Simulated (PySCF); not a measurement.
# One shape, several levels: triplet Si2H6

We compute a comparison of 6 runs (U-r2SCAN/aug-cc-pVDZ, UBLYP/aug-cc-pVDZ, UM06-L/aug-cc-pVDZ, UPBE/aug-cc-pVDZ, UPBE0/aug-cc-pVDZ, USVWN5/aug-cc-pVDZ) of triplet Si2H6. The job is set up through a Python script.

The calculation is run with PySCF 2.14.0.

1 further run of the same task is left out (set aside as unsound or not needed).

## Step 1: The structure to begin with

The species is Si2H6 (8 atoms), meant as a triplet with charge 0. As SMILES of the parent species, `[SiH3][SiH3]`. Geometry: relaxed at PBE0-D4/def2-TZVP. That shape belongs to the parent species and isn't relaxed for this state.

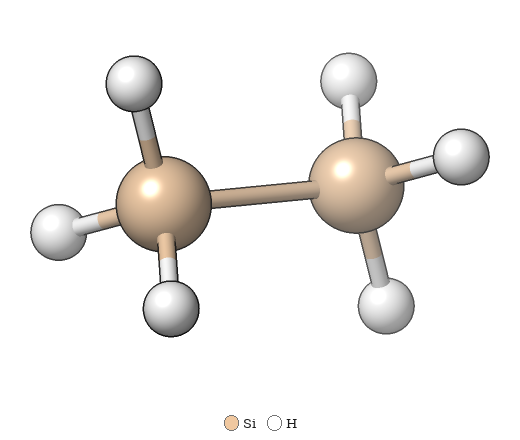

Viewed from a chosen angle; silicon light orange, hydrogen white.

## Step 2: The energy at U-r2SCAN/aug-cc-pVDZ (run 1)

Input file input.py:

```python
from pyscf import gto, dft

mol = gto.Mole()
mol.atom = '''
Si    -0.643452     0.926344    -1.898986
Si     0.686915    -0.953178     1.872719
H      1.575843     1.791838    -3.391869
H     -2.103076    -0.914438    -3.442892
H     -2.282789     3.144693    -1.356634
H      2.152398     0.885526     3.413412
H      2.320773    -3.175685     1.330367
H     -1.532568    -1.812625     3.368626
'''
mol.unit = 'bohr'
mol.max_memory = 1860
mol.verbose = 3
mol.basis = 'aug-cc-pvdz'
mol.charge = 0
mol.spin = 2
mol.build()

mf = dft.UKS(mol, xc='r2scan')
mf.grids.level = 5
mf.conv_tol = 1e-10
mf.kernel()
if not mf.converged:
    mf = mf.newton().run(mf.mo_coeff, mf.mo_occ)

etot = mf.e_tot
print(f'total energy: {etot:.8f} hartree')
```

Run with:

```console
OMP_NUM_THREADS=1 python input.py
```

The program printed:

```text
WARN: HOMO -0.0373562917425174 >= LUMO -0.310537047403451

WARN: HOMO -0.0630176955507249 >= LUMO -0.276081451658358

WARN: HOMO -0.0492693325270244 >= LUMO -0.248924873837763

WARN: HOMO -0.0578921027309391 >= LUMO -0.254038325614548

WARN: HOMO -0.0577951485937906 >= LUMO -0.252239328765115

WARN: HOMO -0.0575604534441627 >= LUMO -0.251563812009547

WARN: HOMO -0.0576011601716528 >= LUMO -0.251484972188647

WARN: HOMO -0.0576054640198285 >= LUMO -0.251489336578642

WARN: HOMO -0.0576287316043547 >= LUMO -0.251520029985101

WARN: HOMO -0.0576265546223493 >= LUMO -0.251515591620839

WARN: HOMO -0.0576432510423111 >= LUMO -0.251523997817127

WARN: HOMO -0.05774398709337 >= LUMO -0.251515417820344

WARN: HOMO -0.057755611437591 >= LUMO -0.251510975855145

WARN: HOMO -0.0577593056433066 >= LUMO -0.251535786012988

WARN: HOMO -0.0578895412694274 >= LUMO -0.25151393177734

WARN: HOMO -0.0577293182052236 >= LUMO -0.251522668267364

WARN: HOMO -0.057973486658685 >= LUMO -0.251528062500158

WARN: HOMO -0.0577862580521327 >= LUMO -0.251531481214613

WARN: HOMO -0.0577978258300007 >= LUMO -0.251528657376813

WARN: HOMO -0.0577614471583554 >= LUMO -0.251530471130224

WARN: HOMO -0.0577645296796279 >= LUMO -0.251529833620894

WARN: HOMO -0.0577599959920208 >= LUMO -0.251530047993105

WARN: HOMO -0.0577607810509853 >= LUMO -0.251530077574238

WARN: HOMO -0.0577612758182577 >= LUMO -0.251530003785581

WARN: HOMO -0.0577613432472281 >= LUMO -0.251530047003248

converged SCF energy = -582.270353276426  <S^2> = 2.0091117  2S+1 = 3.0060683
total energy: -582.27035328 hartree
```

Wall time 2.6 min (1 thread of Arm Neoverse V2, shared host); peak memory 0.64 GiB.

## Step 3: A single-point energy at UBLYP/aug-cc-pVDZ (run 2)

Input file input.py:

```python
from pyscf import gto, dft

mol = gto.M(
    atom='''
Si    -0.340500     0.490200    -1.004900
Si     0.363500    -0.504400     0.991000
H      0.833900     0.948200    -1.794900
H     -1.112900    -0.483900    -1.821900
H     -1.208000     1.664100    -0.717900
H      1.139000     0.468600     1.806300
H      1.228100    -1.680500     0.704000
H     -0.811000    -0.959200     1.782600
''',
    max_memory=1860,
    spin=2,
    basis='aug-cc-pvdz',
    verbose=3,
)

mf = dft.UKS(mol, xc='blyp')
mf.conv_tol = 1e-10
mf.grids.level = 5
mf.kernel()
if not mf.converged:
    mf = mf.newton().run(mf.mo_coeff, mf.mo_occ)

e_tot = mf.e_tot
print('E = %.10f Eh' % e_tot)
```

Run with:

```console
OMP_NUM_THREADS=1 python input.py
```

The program printed:

```text
WARN: HOMO -0.0367094478807102 >= LUMO -0.292126764955698

WARN: HOMO -0.0533753335260347 >= LUMO -0.286004152263626

WARN: HOMO -0.03775985244302 >= LUMO -0.257745087256173

WARN: HOMO -0.0430829614219235 >= LUMO -0.264605691766725

WARN: HOMO -0.0462156879626714 >= LUMO -0.2678289857809

WARN: HOMO -0.0445746685572033 >= LUMO -0.265202606876825

WARN: HOMO -0.0446030453013111 >= LUMO -0.26487973945804

WARN: HOMO -0.0446261785020194 >= LUMO -0.264875257934764

WARN: HOMO -0.0446632917268146 >= LUMO -0.264924116342604

WARN: HOMO -0.0447655299080107 >= LUMO -0.265067974453748

WARN: HOMO -0.0448908603752378 >= LUMO -0.26524518787055

WARN: HOMO -0.0449685660798451 >= LUMO -0.265368125200109

WARN: HOMO -0.0449852866357849 >= LUMO -0.265391064491929

WARN: HOMO -0.0450479233557517 >= LUMO -0.265473476950908

WARN: HOMO -0.0450517725280197 >= LUMO -0.265480610758495

WARN: HOMO -0.0450157515043355 >= LUMO -0.265423043085231

WARN: HOMO -0.0451426904821575 >= LUMO -0.265622502527124

WARN: HOMO -0.0448174323792507 >= LUMO -0.264915749491642

WARN: HOMO -0.044817932235925 >= LUMO -0.264876858623534

WARN: HOMO -0.0447039487386847 >= LUMO -0.264545615816095

WARN: HOMO -0.0446900012970142 >= LUMO -0.264633354724032

WARN: HOMO -0.0448893656491003 >= LUMO -0.265094021622632

WARN: HOMO -0.0449130739761578 >= LUMO -0.26506166629501

WARN: HOMO -0.0447976356556312 >= LUMO -0.264932688054202

WARN: HOMO -0.0447104043023292 >= LUMO -0.264729005116064

WARN: HOMO -0.044697637251681 >= LUMO -0.264711260602365

WARN: HOMO -0.0446901719440564 >= LUMO -0.264708426575705

WARN: HOMO -0.044721631593184 >= LUMO -0.265062505710061

WARN: HOMO -0.0446473604690398 >= LUMO -0.264882628343067

WARN: HOMO -0.0446504532624568 >= LUMO -0.264884907222553

WARN: HOMO -0.0446517417207963 >= LUMO -0.264914740355992

WARN: HOMO -0.0446691298020965 >= LUMO -0.264777432143543

WARN: HOMO -0.044635330620443 >= LUMO -0.264902479197716

WARN: HOMO -0.0446455479467218 >= LUMO -0.264857866177893

WARN: HOMO -0.0446434485563287 >= LUMO -0.264861145436637

WARN: HOMO -0.0446419691608395 >= LUMO -0.264865391135904

WARN: HOMO -0.0446417505447569 >= LUMO -0.264866485109143

WARN: HOMO -0.044640895509743 >= LUMO -0.264868465898532

WARN: HOMO -0.044641227671288 >= LUMO -0.264867581781335

WARN: HOMO -0.0446407215386286 >= LUMO -0.264866271243616

converged SCF energy = -582.301169501396  <S^2> = 2.0032983  2S+1 = 3.0021981
E = -582.3011695014 Eh
```

It took 1.7 min on 1 thread of Arm Neoverse V2, shared host; peak memory 0.58 GiB.

## Step 4: A single-point energy at UM06-L/aug-cc-pVDZ (run 3)

Input file run.py:

```python
from pyscf import gto, dft

molecule = gto.M(
    atom='''
Si    -0.643452     0.926344    -1.898986
Si     0.686915    -0.953178     1.872719
H      1.575843     1.791838    -3.391869
H     -2.103076    -0.914438    -3.442892
H     -2.282789     3.144693    -1.356634
H      2.152398     0.885526     3.413412
H      2.320773    -3.175685     1.330367
H     -1.532568    -1.812625     3.368626
''',
    spin=2,
    basis='aug-cc-pvdz',
    max_memory=1860,
    unit='bohr',
    verbose=3,
)

mf = dft.UKS(molecule, xc='m06-l')
mf.grids.level = 5
mf.conv_tol = 1e-10
mf.kernel()
if not mf.converged:
    mf = mf.newton().run(mf.mo_coeff, mf.mo_occ)

etot = mf.e_tot
print('E = %.10f Eh' % etot)
```

Run with:

```console
OMP_NUM_THREADS=1 python run.py
```

The program printed:

```text
WARN: HOMO -0.0376636408413956 >= LUMO -0.312203677475641

WARN: HOMO -0.0530490027256856 >= LUMO -0.273295642757628

WARN: HOMO -0.0392413046408868 >= LUMO -0.247736262929506

WARN: HOMO -0.0473639905661702 >= LUMO -0.252143428344186

WARN: HOMO -0.0470646363089418 >= LUMO -0.250339399107897

WARN: HOMO -0.0469762470789585 >= LUMO -0.249673554599475

WARN: HOMO -0.0470970446940977 >= LUMO -0.249616382591207

WARN: HOMO -0.0471058642109283 >= LUMO -0.249555879848857

WARN: HOMO -0.0471245446376187 >= LUMO -0.249548407291399

WARN: HOMO -0.0471416621552176 >= LUMO -0.249550064240638

WARN: HOMO -0.0473006739291333 >= LUMO -0.249589348050998

WARN: HOMO -0.0472746430131283 >= LUMO -0.249579078798398

WARN: HOMO -0.0473241871995973 >= LUMO -0.249601471633649

WARN: HOMO -0.0472087743454264 >= LUMO -0.249567512209979

WARN: HOMO -0.0472321231472117 >= LUMO -0.24956529858256

WARN: HOMO -0.0472065695606916 >= LUMO -0.249568706894011

WARN: HOMO -0.0472102942906956 >= LUMO -0.249570090770622

WARN: HOMO -0.0472088986965948 >= LUMO -0.249570328934823

WARN: HOMO -0.0472093209910978 >= LUMO -0.24957024221166

converged SCF energy = -582.328956845972  <S^2> = 2.0059113  2S+1 = 3.0039383
E = -582.3289568460 Eh
```

It took 2 min on 1 thread of Arm Neoverse V2, shared host; peak memory 0.64 GiB.

Runs 4 to 5 aren't shown in full; the table further down has their settings and results.

## Step 5: The energy at USVWN5/aug-cc-pVDZ (run 6)

Input file calc.py:

```python
from pyscf import gto, dft

mol = gto.M(
    atom='''
Si    -0.340500     0.490200    -1.004900
Si     0.363500    -0.504400     0.991000
H      0.833900     0.948200    -1.794900
H     -1.112900    -0.483900    -1.821900
H     -1.208000     1.664100    -0.717900
H      1.139000     0.468600     1.806300
H      1.228100    -1.680500     0.704000
H     -0.811000    -0.959200     1.782600
''',
    spin=2,
    max_memory=1860,
    verbose=4,
    basis='aug-cc-pvdz',
)

ks = dft.UKS(mol)
ks.xc = 'svwn'
ks.grids.level = 5
ks.conv_tol = 1e-10
ks.kernel()
if not ks.converged:
    ks = ks.newton().run(ks.mo_coeff, ks.mo_occ)

e_final = ks.e_tot
print(f'total energy: {e_final:.8f} hartree')
```

Run with:

```console
OMP_NUM_THREADS=1 python calc.py
```

The program printed:

```text
PySCF version 2.14.0

[... 67 lines left out ...]
[... the frontier-level lines of each cycle are left out ...]
[... 23 lines left out ...]
[... 23 lines left out ...]
[... 23 lines left out ...]
[... 23 lines left out ...]
[... 23 lines left out ...]
[... 1 line left out ...]
cycle= 22 E= -579.939561611901  delta_E= -6.16e-11  |g|= 1.06e-05  |ddm|= 0.00066


cycle= 23 E= -579.939561612017  delta_E= -1.16e-10  |g|= 4.6e-06  |ddm|= 0.000104


cycle= 24 E= -579.939561612047  delta_E= -2.92e-11  |g|= 2.21e-06  |ddm|= 0.000193


Extra cycle  E= -579.939561612013  delta_E= 3.41e-11  |g|= 5.27e-06  |ddm|= 0.000136
converged SCF energy = -579.939561612013  <S^2> = 2.0025037  2S+1 = 3.0016687
total energy: -579.93956161 hartree
```

It took 43 s on 1 thread of Arm Neoverse V2, shared host; peak memory 0.39 GiB.

## Step 6: All runs side by side

| run | level | energy (Eh) | dipole moment (D) | HOMO energy (eV) | ⟨S²⟩ | wall time |
| --- | --- | --- | --- | --- | --- | --- |
| 1 | U-r2SCAN/aug-cc-pVDZ | -582.270353 | 0.00 | -1.57 | 2.009 | 2.6 min |
| 2 | UBLYP/aug-cc-pVDZ | -582.301170 | 0.00 | -1.21 | 2.003 | 1.7 min |
| 3 | UM06-L/aug-cc-pVDZ | -582.328957 | 0.00 | -1.28 | 2.006 | 2 min |
| 4 | UPBE/aug-cc-pVDZ | -582.014755 | 0.00 | -1.43 | 2.004 | 66 s |
| 5 | UPBE0/aug-cc-pVDZ | -582.076605 | 0.00 | -2.15 | 2.006 | 74 s |
| 6 | USVWN5/aug-cc-pVDZ | -579.939562 | 0.00 | -1.41 | 2.003 | 43 s |

## Step 7: Results

```
                                 quantity          value
                      run 6: total energy  -579.93956 Eh
                     run 6: dipole moment         0.00 D
run 6: HOMO energy (highest over α and β)       -1.41 eV
                              run 6: ⟨S²⟩          2.003
```

Totals of different functionals can't be ranked against each other. All runs together took 9.3 min, the longest 2.6 min.
